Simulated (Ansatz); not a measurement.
Electronic density of states of amorphous Si26O46, density 2.24 g/cm³, on a 2×2×2 Γ-centred mesh with a Gaussian width of 0.1 eV; energies count from the Fermi level, whose place inside the gap is arbitrary. Cell and mesh are small, so fine structure isn't converged. Computed with PBE, scalar-relativistic without spin-orbit coupling (plane waves to 420 eV, PAW; Ansatz, a program for electronic structure). Sampling: a 2×2×2 Γ-centred mesh; Fermi-Dirac width 0.02 eV; no spin polarisation. The usual formal charges leave 12 electrons over, so the level spacing at the Fermi energy parts defect or band states and needn't be the band gap. At PBE the levels at the filled edge of the gap are localised (band-tail or defect states), and the nearest spread-out levels lie 4.3 eV apart at the zone centre.

The cell was made by melting and quenching with the CHGNet potential and then relaxed with DFT. O atoms were pushed apart under 1.9 Å during the dynamics, to hinder bonds among them. The hot cell started wider than the set density and was brought back towards it in steps. It is the lowest in DFT energy of 2 quenches. It is a model cell: composition and starting density were chosen by hand, and all elements were melted together. No dispersion term was used. Its density started from a set value of 2.24 and ended at 2.24 g/cm³. Cooling (nominally 88 K/ps over its main leg) ran many orders faster than in experiment, which tends to leave more defects and strain. Values belong to this one cell and scatter from quench to quench. The volume was free in the relaxation, at fixed shape. Stress components on the final sampling reach 1.7 GPa.

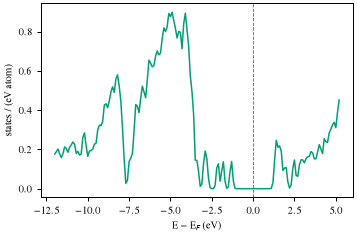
Fig. 1. Density of states per atom

The level spacing at the Fermi energy on this mesh is 2.61 eV; the broadening fills part of it in the curve.
